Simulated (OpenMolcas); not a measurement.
# Pd³⁺ with 6 ligands (oxide): CASSCF and CASPT2 levels and susceptibility

Which state of Pd³⁺ lies lowest among these ligands, how large is the field, and what χT follows?

Method: state-averaged CASSCF and CASPT2, spin-orbit coupling by RASSI with atomic mean-field integrals. Code: OpenMolcas 26.06.

## 1. Starting point

- Species: Pd³⁺ (palladium, Z = 46, 43 electrons)
- Basis: ANO-RCC-VDZP [6s5p3d1f], 127 functions with the ligands
- Scalar Hamiltonian: DKH2, point nucleus
- Inactive shells: 1s 2s 2p 3s 3p 3d 4s 4p of the metal, and all ligand shells
- Active space: 7 electrons in 5 orbitals (4d)
- Some configurations of this space: 4d7
- Orbitals: optimised for each spin and parity, averaged over all roots

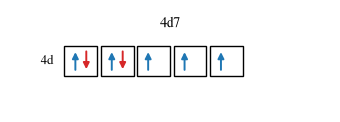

Occupation of the outer shells (arrows by Hund's rule).

Pd³⁺ is taken with 6 ligands (oxide) in octahedron coordination (Oh) at 2.19 Å. A charge of +1.5 e stands 2.8 Å behind each ligand. Ligand basis ANO-RCC-VDZP. The distances are assumed, not relaxed.

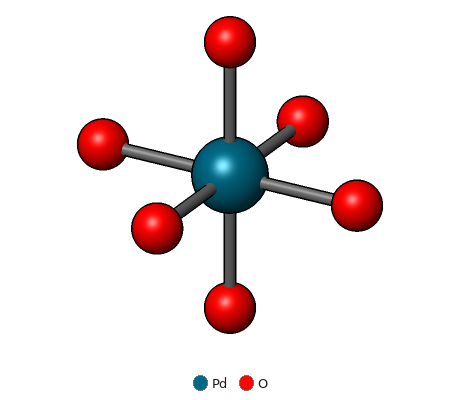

The cluster treated with basis functions (palladium blue, oxygen red); what lies farther out is not drawn.

```xyz
7

Pd    0.0000    0.0000    0.0000
O     2.1900    0.0000    0.0000
O     0.0000    2.1900    0.0000
O    -2.1900    0.0000    0.0000
O     0.0000   -2.1900    0.0000
O     0.0000    0.0000    2.1900
O     0.0000    0.0000   -2.1900
```

The work runs as a chain of OpenMolcas steps in one folder; each step below is one input file. Labels, J, g values, rates, χT and fits are worked out afterwards by a script from the matrices that RASSI stores. The input lists half of the charges; inversion (Group=XYZ) makes the rest.

## 2. Basis and integrals

Input file a.inp:

```
&GATEWAY
Coord
7

Pd 0.0 0.0 0.0
O 2.190000 0.000000 0.000000
O 0.000000 2.190000 0.000000
O -2.190000 0.000000 0.000000
O 0.000000 -2.190000 0.000000
O 0.000000 0.000000 2.190000
O 0.000000 0.000000 -2.190000
Basis=Pd.ANO-RCC-VDZP,O.ANO-RCC-VDZP
Group=XYZ
NoMove
AngMom=0.0 0.0 0.0
AMFI
RICD
XField
3 Angstrom 0
4.990000 0.000000 0.000000 1.500000
0.000000 4.990000 0.000000 1.500000
0.000000 0.000000 4.990000 1.500000
&SEWARD
```

Run with:

```bash
> OMP_NUM_THREADS=1 MOLCAS_MEM=2457 MOLCAS_PROJECT=a pymolcas a.inp > a.log
```

Output:

```text
Basis set label: PD.ANO-RCC...6S5P3D1F.

      Electronic valence basis set:
      ------------------
      Associated Effective Charge  46.000000 au
      Associated Actual Charge     46.000000 au
      Nuclear Model: Point charge

      Shell  nPrim  nBasis  Cartesian Spherical Contaminant
         s      21       6        X
         p      18       5        X
         d      13       3                 X
         f       6       1                 X
                  Relativistic Douglas-Kroll-Hess integrals:
                    - DKH order of Hamiltonian: 2
                    - DKH order of Properties : 0
                  Atomic mean-field integrals
```

## 3. Reference wave functions, quartets of even parity, 10 roots

Input file a.inp:

```
&RASSCF
FileOrb=start.orb
Symmetry=1
Spin=4
nActEl=7 0 0
Inactive=24 24
Ras2=5 0
CIRoot=10 10 1
SDav=10
CIMx=300
Iter=150 100
PrWF=0.3
OrbListing=Nothing
MaxOrb=0
LevShft=1.0
>>> COPY $Project.JobIph JOB001
```

start.orb holds start orbitals that the driver prepared beforehand, or those of the step before.

Output, shortened:

```text
[...]
      Number of active orbitals                  5
[...]
      Spin quantum number                      1.5
[...]
      Active orbitals                            5   0
[...]
      Number of CSFs                            10
      Number of root(s) required                10
[...]
      Convergence after 25 iterations
[...]
      Natural orbitals and occupation numbers for root  1
      sym 1:   1.946320   1.053680   1.000000   1.946320   1.053680
      Natural orbitals and occupation numbers for root  2
      sym 1:   1.000000   1.946331   1.053669   1.053669   1.946331
      Natural orbitals and occupation numbers for root  3
      sym 1:   1.054063   1.945937   1.000000   1.945937   1.054063
::    RASSCF root number  1 Total energy:  -5494.24335852
::    RASSCF root number  2 Total energy:  -5494.24335852
::    RASSCF root number  3 Total energy:  -5494.24335852
[...]
::    RASSCF root number  7 Total energy:  -5494.14450031
::    RASSCF root number  8 Total energy:  -5494.14450031
::    RASSCF root number  9 Total energy:  -5494.14450031
::    RASSCF root number 10 Total energy:  -5494.13263349
```

## 4. CASSCF: doublets of even parity, 40 roots

Input file a.inp:

```
&RASSCF
FileOrb=start.orb
Symmetry=1
Spin=2
nActEl=7 0 0
Inactive=24 24
Ras2=5 0
CIRoot=40 40 1
SDav=40
CIMx=300
Iter=150 100
PrWF=0.3
OrbListing=Nothing
MaxOrb=0
LevShft=1.0
>>> COPY $Project.JobIph JOB002
```

Run with:

```bash
> OMP_NUM_THREADS=1 MOLCAS_MEM=2457 MOLCAS_PROJECT=a pymolcas a.inp > a.log
```

Output, shortened:

```text
[...]
      Number of active orbitals                  5
[...]
      Spin quantum number                      0.5
[...]
      Active orbitals                            5   0
[...]
      Number of CSFs                            40
      Number of root(s) required                40
[...]
      Convergence after 17 iterations
[...]
      Natural orbitals and occupation numbers for root  1
      sym 1:   0.051019   1.974407   1.001864   1.982176   1.990534
      Natural orbitals and occupation numbers for root  2
      sym 1:   0.051019   1.990338   1.001864   1.982569   1.974211
      Natural orbitals and occupation numbers for root  3
      sym 1:   1.774763   1.966777   0.262430   1.966774   1.029256
::    RASSCF root number  1 Total energy:  -5494.23106601
::    RASSCF root number  2 Total energy:  -5494.23106601
::    RASSCF root number  3 Total energy:  -5494.18503929
[...]
::    RASSCF root number 27 Total energy:  -5494.08599606
::    RASSCF root number 28 Total energy:  -5494.08599606
::    RASSCF root number 29 Total energy:  -5494.08599606
::    RASSCF root number 30 Total energy:  -5494.06632712
```

## 5. RASSI: spin-orbit coupling between the states

Input file a.inp:

```
&RASSI
NrOfJobIphs=2 10 40
1 2 3 4 5 6 7 8 9 10
1 2 3 4 5 6 7 8 9 10 11 12 13 14 15 16 17 18 19 20 21 22 23 24 25 26 27
28 29 30 31 32 33 34 35 36 37 38 39 40
IphNames
JOB001
JOB002
EJob
SpinOrbit
DIPRint=1.0
SOCoupling=1000.0
Subsets=2
Property=9
'ANGMOM' 1 'ANGMOM' 2 'ANGMOM' 3 'MLTPL  1' 1 'MLTPL  1' 2 'MLTPL  1' 3
'AMFI' 1 'AMFI' 2 'AMFI' 3
SOProperty=3
'ANGMOM' 1 'ANGMOM' 2 'ANGMOM' 3
```

Run with:

```bash
> OMP_NUM_THREADS=1 MOLCAS_MEM=2457 MOLCAS_PROJECT=a pymolcas a.inp > a.log
```

Output:

```text
SPIN-FREE ENERGIES:
  (Shifted by EMIN (a.u.) =      -5494.2433585175)

 SF State       Relative EMIN(au)   Rel lowest level(eV)    D:o, cm**(-1)

     1             0.0000000000        0.0000000000              0.0000
     2             0.0000000000        0.0000000000              0.0000
     3             0.0000000000        0.0000000000              0.0000
    11             0.0122925083        0.3344961908           2697.8937
    12             0.0122925094        0.3344962217           2697.8940
     6             0.0501991392        1.3659881673          11017.4376
     4             0.0501991392        1.3659881673          11017.4376
     5             0.0501991392        1.3659881673          11017.4376
    13             0.0583192247        1.5869469493          12799.5903
    14             0.0583192247        1.5869469493          12799.5903
    15             0.0583192252        1.5869469623          12799.5905
    16             0.0594637541        1.6180911804          13050.7855
    17             0.0594637541        1.6180911804          13050.7855
    18             0.0594637547        1.6180911979          13050.7857
    19             0.0773968677        2.1060760602          16986.6490
    20             0.0773968677        2.1060760602          16986.6490
    21             0.0773968677        2.1060760602          16986.6490
     7             0.0988582059        2.6900688242          21696.8683
     8             0.0988582059        2.6900688242          21696.8683
     9             0.0988582059        2.6900688242          21696.8683
    22             0.1063716794        2.8945208532          23345.8851
    23             0.1063716794        2.8945208532          23345.8851
    24             0.1063716802        2.8945208749          23345.8853
    10             0.1107250316        3.0129816016          24301.3355
    25             0.1122239678        3.0537697346          24630.3140
    26             0.1240732421        3.3762049133          27230.9291
    27             0.1240732421        3.3762049133          27230.9291
    28             0.1240732421        3.3762049133          27230.9291
    29             0.1333978459        3.6299403095          29277.4431
    30             0.1333978459        3.6299403095          29277.4431
    31             0.1433151090        3.8998027854          31454.0307
    32             0.1433151098        3.8998028082          31454.0309
    33             0.1433151104        3.8998028247          31454.0310
    34             0.1498499368        4.0776245088          32888.2596
    35             0.1498499374        4.0776245248          32888.2598
    36             0.1498499383        4.0776245509          32888.2600
    37             0.1573624614        4.2820507165          34537.0682
    38             0.1573624614        4.2820507165          34537.0682
    39             0.1573624625        4.2820507484          34537.0685
    40             0.1770313975        4.8172697342          38853.9007
Eigenvalues of complex Hamiltonian:
   -----------------------------------
  (Shifted by EMIN (a.u.) =      -5494.2433585175)

 SO State       Relative EMIN(au)   Rel lowest level(eV)    D:o, cm**(-1)

     1            -0.0093266955        0.0000000000              0.0000
     2            -0.0093266955        0.0000000000              0.0000
     3            -0.0060793118        0.0883658125            712.7183
     4            -0.0060793118        0.0883658125            712.7183
     5            -0.0060793117        0.0883658153            712.7184
     6            -0.0060793117        0.0883658153            712.7184
     7            -0.0016063618        0.2100809824           1694.4174
     8            -0.0016063618        0.2100809824           1694.4174
     9            -0.0016063616        0.2100809881           1694.4174
    10            -0.0016063616        0.2100809881           1694.4174
    11             0.0040879796        0.3650319069           2944.1809
    12             0.0040879796        0.3650319069           2944.1809
    13             0.0159002585        0.6864603912           5536.6764
    14             0.0159002585        0.6864603912           5536.6764
    15             0.0159002594        0.6864604135           5536.6766
    16             0.0159002594        0.6864604135           5536.6766
    17             0.0430798862        1.4260557379          11501.9152
    18             0.0430798862        1.4260557379          11501.9152
    19             0.0430798864        1.4260557424          11501.9152
    20             0.0430798864        1.4260557424          11501.9152
    21             0.0472080241        1.5383880915          12407.9367
    22             0.0472080241        1.5383880915          12407.9367
    23             0.0484120548        1.5711514357          12672.1909
    24             0.0484120548        1.5711514357          12672.1909
    25             0.0484120547        1.5711514347          12672.1909
    26             0.0484120547        1.5711514347          12672.1909
    27             0.0496420633        1.6046216743          12942.1466
    28             0.0496420633        1.6046216743          12942.1466
    29             0.0576944275        1.8237376666          14709.4363
    30             0.0576944275        1.8237376666          14709.4363
    31             0.0576944278        1.8237376731          14709.4363
    32             0.0576944278        1.8237376731          14709.4363
    33             0.0629969403        1.9680263904          15873.2033
    34             0.0629969403        1.9680263904          15873.2033
    35             0.0630587409        1.9697080694          15886.7670
    36             0.0630587409        1.9697080694          15886.7670
    37             0.0632812435        1.9757626740          15935.6007
    38             0.0632812435        1.9757626740          15935.6007
    39             0.0632812436        1.9757626776          15935.6007
    40             0.0632812436        1.9757626776          15935.6007
    41             0.0730274884        2.2409715079          18074.6542
Weights of the five most important spin-orbit-free states for each spin-orbit state.

 SO State  Total energy (au)           Spin-free states, spin, and weights
 -------------------------------------------------------------------------------------------------------
    1        -0.009327       1 1.5  0.3284    2 1.5  0.3284    3 1.5  0.3284   25 0.5  0.0050    4 1.5  0.0016
    2        -0.009327       1 1.5  0.3284    2 1.5  0.3284    3 1.5  0.3284   25 0.5  0.0050    4 1.5  0.0016
    3        -0.006079       3 1.5  0.3530    2 1.5  0.2935    1 1.5  0.2339   11 0.5  0.0875    4 1.5  0.0113
    4        -0.006079       3 1.5  0.3530    2 1.5  0.2934    1 1.5  0.2339   11 0.5  0.0875    4 1.5  0.0113
    5        -0.006079       1 1.5  0.3530    2 1.5  0.2935    3 1.5  0.2339   12 0.5  0.0875    6 1.5  0.0113
    6        -0.006079       1 1.5  0.3530    2 1.5  0.2935    3 1.5  0.2339   12 0.5  0.0875    6 1.5  0.0113
    7        -0.001606       3 1.5  0.2799    2 1.5  0.2620    1 1.5  0.2429   11 0.5  0.1849    6 1.5  0.0070
    8        -0.001606       3 1.5  0.2799    2 1.5  0.2620    1 1.5  0.2429   11 0.5  0.1849    6 1.5  0.0070
    9        -0.001606       1 1.5  0.2803    2 1.5  0.2612    3 1.5  0.2433   12 0.5  0.1849    4 1.5  0.0070
   10        -0.001606       1 1.5  0.2803    2 1.5  0.2612    3 1.5  0.2433   12 0.5  0.1849    4 1.5  0.0070
   11         0.004088       1 1.5  0.3303    2 1.5  0.3303    3 1.5  0.3303    6 1.5  0.0018    5 1.5  0.0018
   12         0.004088       1 1.5  0.3303    2 1.5  0.3303    3 1.5  0.3303    6 1.5  0.0018    5 1.5  0.0018
```

These steps took 23 s in all on 1 thread of Arm Neoverse V2, shared host.

States without spin-orbit coupling:

```csv
state,degeneracy,E (cm-1)
4T1,3,0
2E,2,2698
4T2,3,11017
2T2,3,12800
2T1,3,13051
2T1,3,16987
4T1,3,21697
2T2,3,23346
4A2,1,24301
2A1,1,24630
2T1,3,27231
2E,2,29277
2T2,3,31454
2T1,3,32888
2T2,3,34537
2E,2,38854
2A2,1,39704
doublet,3,43769
2E,2,56795
2T2,3,59490
```

With spin-orbit coupling:

```json
{"E (cm-1)": "0.0", "Degeneracy": "2", "Label": "Γ6", "2S+1": "4", "g": "4.37 4.37 4.37"}
{"E (cm-1)": "712.7", "Degeneracy": "4", "Label": "Γ8", "2S+1": "4", "g": ""}
{"E (cm-1)": "1694", "Degeneracy": "4", "Label": "Γ8", "2S+1": "4", "g": ""}
{"E (cm-1)": "2944", "Degeneracy": "2", "Label": "Γ7", "2S+1": "4", "g": "0.92 0.92 0.92"}
{"E (cm-1)": "5537", "Degeneracy": "4", "Label": "Γ8", "2S+1": "2", "g": ""}
{"E (cm-1)": "11502", "Degeneracy": "4", "Label": "Γ8", "2S+1": "4", "g": ""}
{"E (cm-1)": "12408", "Degeneracy": "2", "Label": "Γ6", "2S+1": "4", "g": "2.47 2.47 2.47"}
{"E (cm-1)": "12672", "Degeneracy": "4", "Label": "Γ8", "2S+1": "4", "g": ""}
{"E (cm-1)": "12942", "Degeneracy": "2", "Label": "Γ7", "2S+1": "4", "g": "1.97 1.97 1.97"}
{"E (cm-1)": "14709", "Degeneracy": "4", "Label": "Γ8", "2S+1": "2", "g": ""}
{"E (cm-1)": "15873", "Degeneracy": "2", "Label": "Γ7", "2S+1": "2", "g": "0.54 0.54 0.54"}
{"E (cm-1)": "15887", "Degeneracy": "2", "Label": "Γ6", "2S+1": "2", "g": "1.61 1.61 1.61"}
{"E (cm-1)": "15936", "Degeneracy": "4", "Label": "Γ8", "2S+1": "2", "g": ""}
{"E (cm-1)": "18075", "Degeneracy": "4", "Label": "Γ8", "2S+1": "2", "g": ""}
{"E (cm-1)": "19356", "Degeneracy": "2", "Label": "Γ6", "2S+1": "2", "g": "0.62 0.62 0.62"}
{"E (cm-1)": "22622", "Degeneracy": "2", "Label": "Γ7", "2S+1": "4", "g": "2.14 2.14 2.14"}
{"E (cm-1)": "22815", "Degeneracy": "4", "Label": "Γ8", "2S+1": "4", "g": ""}
{"E (cm-1)": "24357", "Degeneracy": "4", "Label": "Γ8", "2S+1": "4", "g": ""}
{"E (cm-1)": "24816", "Degeneracy": "2", "Label": "Γ6", "2S+1": "4", "g": "2.55 2.55 2.55"}
{"E (cm-1)": "25226", "Degeneracy": "4", "Label": "Γ8", "2S+1": "4", "g": ""}
{"E (cm-1)": "25530", "Degeneracy": "2", "Label": "Γ7", "2S+1": "2", "g": "1.33 1.33 1.33"}
{"E (cm-1)": "27067", "Degeneracy": "2", "Label": "Γ6", "2S+1": "2", "g": "2.25 2.25 2.25"}
{"E (cm-1)": "27140", "Degeneracy": "4", "Label": "Γ8", "2S+1": "4", "g": ""}
{"E (cm-1)": "29129", "Degeneracy": "4", "Label": "Γ8", "2S+1": "2", "g": ""}
```

Principal g values are given for doublets only; a zero marks a field direction without first-order Zeeman splitting.

Powder χT (cm³ K/mol): 1.80 at 2 K, 1.81 at 5 K, 1.83 at 10 K, 1.87 at 20 K, 2.00 at 50 K, 2.20 at 100 K, 2.41 at 150 K, 2.60 at 200 K, 2.76 at 250 K, 2.90 at 300 K.

A ligand-field fit to the states below 45000 cm-1 gives 10Dq = 13320 cm-1, B = 754 cm-1 and C = 3228 cm-1 (C/B = 4.28), with a deviation of 584 cm-1.

The orbitals of the open shell are 78 to 94 % metal; the Mulliken charge of the metal is +1.34 e.

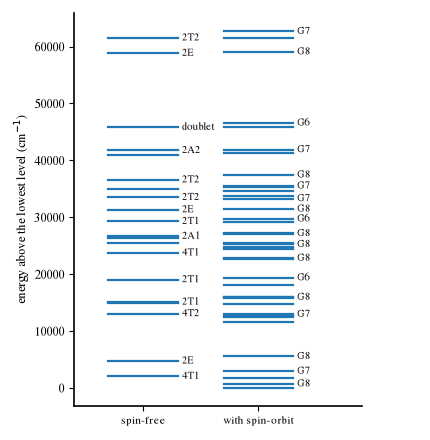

The states in the field without (left) and with (right) spin-orbit coupling.

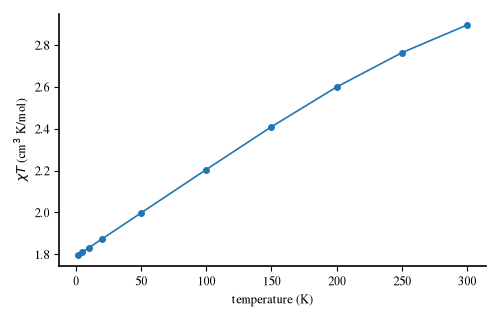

χT against temperature.

## 6. CASPT2: IPEA 0.25, imaginary shift 0.1 (closed shells correlated: 4s 4p of the metal, with ligand shells; the Frozen line counts the rest)

Input file a.inp:

```
>>> COPY JOB001 $Project.JobIph
&CASPT2
Multistate=10 1 2 3 4 5 6 7 8 9 10
NoMult
Frozen=11 9
IPEA=0.25
Imaginary=0.1
MaxIter=60
WThr=0.0 0.3 0.05
PrWF=0.5
NoMix
>>> COPY JOB002 $Project.JobIph
&CASPT2
Multistate=40 1 2 3 4 5 6 7 8 9 10 11 12 13 14 15 16 17 18 19 20 21 22
23 24 25 26 27 28 29 30 31 32 33 34 35 36 37 38 39 40
NoMult
Frozen=11 9
IPEA=0.25
Imaginary=0.1
MaxIter=60
WThr=0.0 0.3 0.05
PrWF=0.5
NoMix
```

Run with:

```bash
> OMP_NUM_THREADS=1 MOLCAS_MEM=2457 MOLCAS_PROJECT=a pymolcas a.inp > a.log
```

Output, shortened:

```text
[...]
      Active orbitals                            5   0
[...]
      E2 (Variational):          -1.8581580032
      Total energy:           -5496.1015165207
[...]
::    CASPT2 Root  1     Total energy:  -5496.10151652
::    CASPT2 Root  2     Total energy:  -5496.10150541
[...]
::    CASPT2 Root 27     Total energy:  -5495.98681614
::    CASPT2 Root 28     Total energy:  -5495.98624807
::    CASPT2 Root 29     Total energy:  -5495.98679162
::    CASPT2 Root 30     Total energy:  -5495.93898571
```

This run took 1.8 min in all on 1 thread of Arm Neoverse V2, shared host.

SS-CASPT2: lowest energy less the reference's lowest, -1.8837 hartree; reference weights 0.553 to 0.599.

Spin-free states, with their symmetry labels:

```csv
state,degeneracy,E (cm-1)
2E,2,0
4T1,3,5604
2T2,3,11842
2T1,3,12038
2T1,3,13484
4T2,3,20619
2T2,3,20731
2A1,1,23016
2T2,3,27390
2E,2,27642
4T1,3,28241
2T1,3,28522
2T2,3,30822
2T1,3,30961
2A2,1,34019
4A2,1,37162
2E,2,41235
doublet,3,45317
2E,2,50964
2T2,3,55408
```

With spin-orbit coupling:

| E (cm-1) | Degeneracy | Label | 2S+1 | g |
| --- | --- | --- | --- | --- |
| 0 | 4 | Γ8 | 2 |  |
| 4330 | 2 | Γ6 | 4 | 4.30 4.30 4.30 |
| 5300 | 4 | Γ8 | 4 |  |
| 7320 | 2 | Γ7 | 4 | 1.00 1.00 1.00 |
| 7560 | 4 | Γ8 | 4 |  |
| 11110 | 4 | Γ8 | 2 |  |
| 12780 | 2 | Γ7 | 2 | 0.22 0.22 0.22 |
| 12850 | 4 | Γ8 | 2 |  |
| 13310 | 2 | Γ6 | 2 | 1.64 1.64 1.64 |
| 14040 | 4 | Γ8 | 2 |  |
| 14960 | 2 | Γ6 | 2 | 0.58 0.58 0.58 |
| 20930 | 4 | Γ8 | 4 |  |
| 21120 | 2 | Γ6 | 4 | 2.44 2.44 2.44 |
| 21210 | 2 | Γ7 | 2 | 0.95 0.95 0.95 |
| 21730 | 4 | Γ8 | 2 |  |
| 21960 | 4 | Γ8 | 4 |  |
| 22240 | 2 | Γ7 | 4 | 2.79 2.79 2.79 |
| 23930 | 2 | Γ6 | 2 | 2.13 2.13 2.13 |
| 27640 | 4 | Γ8 | 2 |  |
| 27970 | 2 | Γ7 | 4 | 1.66 1.66 1.66 |
| 28130 | 2 | Γ7 | 2 | 1.79 1.79 1.79 |
| 28300 | 4 | Γ8 | 4 |  |
| 28580 | 4 | Γ8 | 2 |  |
| 28980 | 4 | Γ8 | 2 |  |

Powder χT (cm³ K/mol): 0.52 at 2 K, 0.52 at 5 K, 0.52 at 10 K, 0.53 at 20 K, 0.53 at 50 K, 0.54 at 100 K, 0.55 at 150 K, 0.56 at 200 K, 0.56 at 250 K, 0.57 at 300 K.

A ligand-field fit to the states below 45000 cm-1 gives 10Dq = 15398 cm-1, B = 434 cm-1 and C = 1220 cm-1 (C/B = 2.81), with a deviation of 1360 cm-1.

## 7. The methods side by side

A. CASSCF
B. SS-CASPT2, IPEA 0.25, imaginary shift 0.1 (closed shells correlated: 4s 4p of the metal, with ligand shells; the Frozen line counts the rest)

```csv
method,ground state,first state of that spin (cm-1),first gap with spin-orbit (cm-1),χT at 300 K
A,4T1,4T2 11020,712.7,2.90
B,2E,2T2 11840,4332.3,0.57
```

## 8. Results

| quantity | value |
| --- | --- |
| method | SS-CASPT2, IPEA 0.25, imaginary shift 0.1 (closed shells correlated: 4s 4p of the metal, with ligand shells; the Frozen line counts the rest) |
| spin-free ground state | 2E, 2-fold in its orbital part |
| first state of the same spin within the active space | 2T2 at 11800 cm⁻¹ |
| lowest level | 4-fold Γ8 |
| next level | 4332.3 cm⁻¹ |
| χT at 300 K | 0.57 cm³ K/mol |
| effective moment at 300 K | 2.14 μB |

Cost by method:

```csv
method,time of its own steps,time with the reference
A. CASSCF,23 s,23 s
"B. SS-CASPT2, IPEA 0.25, imaginary shift 0.1, +4s 4p",1.8 min,2.2 min
```

Times are of one thread on a shared host.

What this shows: The spin-free ground state (2E) is 2-fold and has less than the highest spin computed. χT at 300 K is 0.57, against 0.38 cm³ K/mol for the spin alone, so orbital moment adds to it. A ligand-field fit to the states below 45000 cm-1 gives 10Dq = 15398 cm-1, B = 434 cm-1 and C = 1220 cm-1 (C/B = 2.81), with a deviation of 1360 cm-1. CASPT2 does not keep the components of a term degenerate, and the means are used. An orbital doublet at a regular site is open to a Jahn-Teller distortion, which this geometry leaves out. With metal d orbitals alone active, the gaps between spin states are rough; where two lie within a few thousand cm-1, their order is open. Bare point charges leave oxide and sulfide ligands too diffuse, so the field comes out too small.
